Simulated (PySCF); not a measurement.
SMILES C(CO[SiH3])O[SiH3] (C2H10O2Si2) at its GFN2-xTB optimised geometry (Å):

```
16

Si     2.7608    -1.8625     0.0030
O      1.2356    -1.3122     0.0010
C      0.7772     0.0008     0.0000
C     -0.7506     0.0008     0.0000
O     -1.2095     1.3136     0.0000
Si    -2.7351     1.8621     0.0321
H      3.4949    -1.4033    -1.1803
H      2.4788    -3.2871     0.0024
H      3.4917    -1.4036     1.1883
H      1.1383     0.5351    -0.8871
H      1.1378     0.5363     0.8866
H     -1.1115    -0.5335    -0.8872
H     -1.1111    -0.5348     0.8865
H     -3.4949     1.3955    -1.1319
H     -3.4385     1.4087     1.2360
H     -2.4552     3.2871     0.0172
```

Level of theory: PySCF with CAM-B3LYP/def2-TZVP. Cells within 0.4 Å of a nucleus heavier than hydrogen are left out (blank, or x).

Map of the deformation density (molecule minus spherical neutral atoms) (e/bohr³) on the plane z = 0.0 Å:

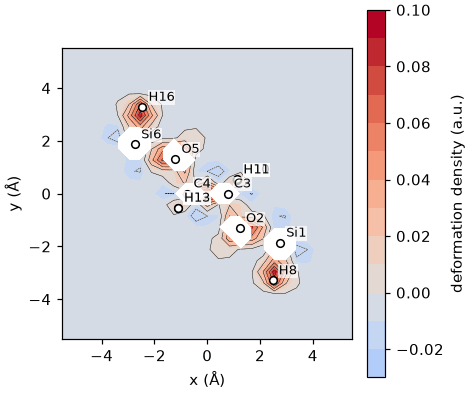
Fig. 1. Deformation density (molecule minus spherical neutral atoms) (e/bohr³) on the plane z = 0.0 Å.
